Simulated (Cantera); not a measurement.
Input: 1 mol Mg(OH)2, 0.75 mol H2O, 0.69 mol H2, held at 0.100 bar.

These are equilibrium values from Cantera (NASA tables, ideal gas, pure condensed phases), not measurements of a reactor. Candidate condensed phases: H2O, Mg, MgO, Mg(OH)2; 15 gas species. Rates play no part.

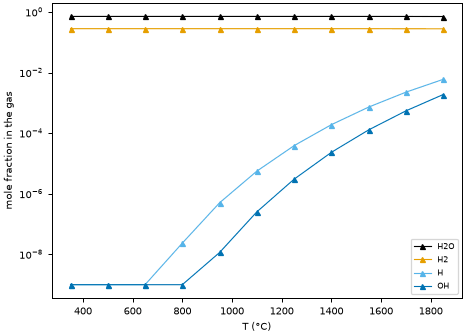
Figure. Equilibrium gas composition (values under 1e-9 drawn at 1e-9)

From 350 °C to 1850 °C the condensed part is MgO(s).
